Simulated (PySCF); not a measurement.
C4H8FNSi2 (SMILES N#C/C([SiH3])=C(/[SiH3])CF)

The calculation's input:

```
{"job": {"kind": "nmr", "xc": "PBE0", "basis": "pcSseg-1"}, "charge": 0, "multiplicity": 1}
N      1.116799    -3.078380     0.278194
C      0.925018    -1.952330     0.152270
C      0.715489    -0.570639    -0.004588
Si     2.308501     0.420194    -0.306900
C     -0.540537    -0.094813     0.069950
Si    -1.089034     1.711586    -0.105257
C     -1.672905    -1.043775     0.317966
F     -2.869959    -0.366201     0.353726
H      2.197569     1.080512    -1.608207
H      3.419358    -0.530470    -0.306367
H      2.461350     1.387552     0.780554
H     -2.001967     1.781458    -1.244025
H     -1.747663     2.088704     1.143633
H      0.102492     2.530397    -0.336988
H     -1.572668    -1.559506     1.281155
H     -1.759442    -1.795346    -0.476530
```

Launched as:

```sh
OMP_NUM_THREADS=1 python probes_run.py task.json out
```

Geometry: GFN2-xTB.

Level of theory: PBE0/pcSseg-1, SCF density, gas phase, non-relativistic in PySCF 2.14.0.

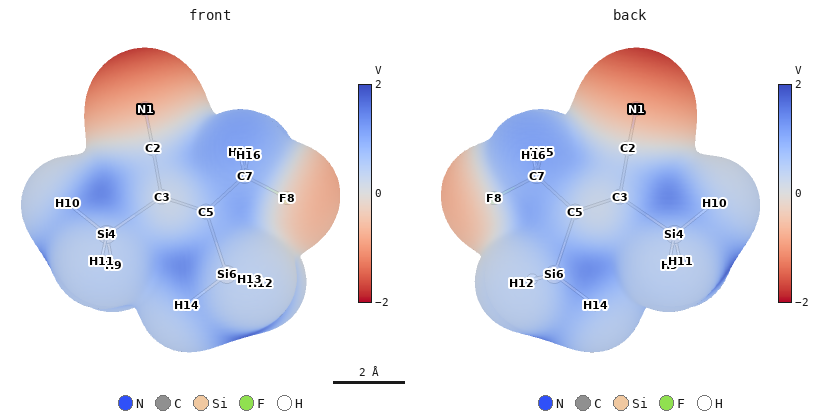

Figure 1. The molecular electrostatic potential painted on the density surface at 0.002 e/bohr³, seen from the front and from behind; red is negative and blue positive.

### Where is the surface potential most negative and most positive?

The most negative region (about −1.7 V, or −39 kcal/mol for a unit charge) lies over N1, the most positive (about +1.6 V, or +37 kcal/mol for a unit charge) over Si4 and Si6. N1 is the likeliest acceptor of a hydrogen bond.

### How polar is the molecule by this calculation?

Its dipole moment is 3.00 D.

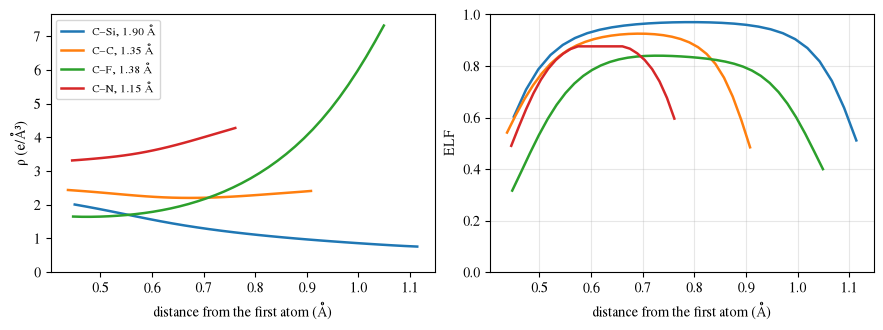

Figure 2. Total electron density and electron localisation function along straight lines between neighbouring atoms. The curves leave out the atomic cores.

### What kind of bonding do the profiles show?

C–Si (1.90 Å): the density is about 0.91 e/Å³ at the midpoint; the ELF peaks at about 1 between the atoms: a covalent bond.
C–C (1.35 Å): ρ at the midpoint is about 2.2 e/Å³; the ELF peaks at about 0.95 between the atoms (localised, covalent bonding).
C–F (1.38 Å): the density is about 2.1 e/Å³ at the midpoint, with its minimum of 1.6 e/Å³ about 0.5 Å from C; the ELF peaks at about 0.85 between the atoms; a shared but strongly polarised pair.
C–N (1.15 Å): ρ at the midpoint is about 3.5 e/Å³; the ELF peaks at about 0.90 between the atoms: a multiple bond.
